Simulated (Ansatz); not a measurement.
```
Sn C
1.0
     4.91743    0.00000    0.00000
    -2.45871    4.25862    0.00000
     0.00000    0.00000    9.10743
Sn C
2 8
Cartesian
  0.0000 2.8391 4.9143
  2.4587 1.4195 4.1932
  0.0000 2.8391 9.1056
  0.0000 1.4193 9.1069
  1.2296 3.5490 9.1069
  -1.2296 3.5490 9.1069
  2.4587 1.4195 0.0018
  3.6883 0.7096 0.0005
  2.4587 2.8393 0.0005
  1.2291 0.7096 0.0005
```

Space group P-3m1; a generated structure, not necessarily the stable one.

Level of theory: Ansatz, DFT PBE, scalar-relativistic, plane waves, PAW.

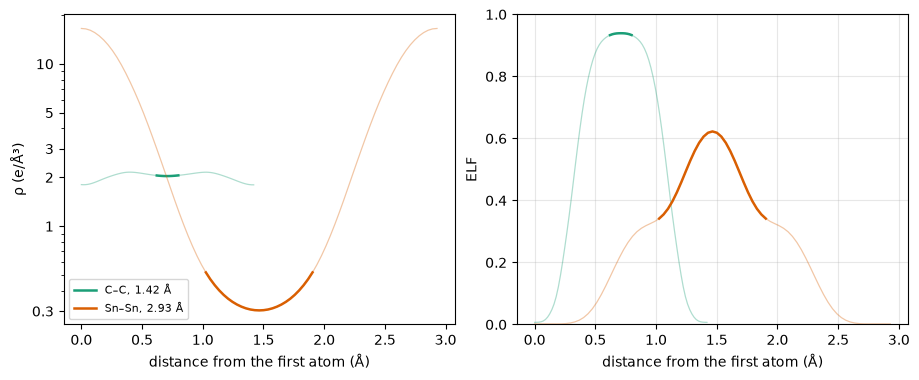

SnC₄. Valence charge density (pseudo) and electron localisation function along straight lines between neighbouring atoms. Thin, pale parts lie inside the atomic spheres.

Core electrons are frozen (PAW), and the valence fields are smoothed inside the atomic spheres.

Compare the contacts.

Answer. C–C (1.42 Å): ρ is about 2 e/Å³ halfway; the ELF peaks at about 0.95 between the atoms.
Sn–Sn (2.93 Å): ρ is about 0.3 e/Å³ halfway; the ELF peaks at about 0.60 between the atoms.
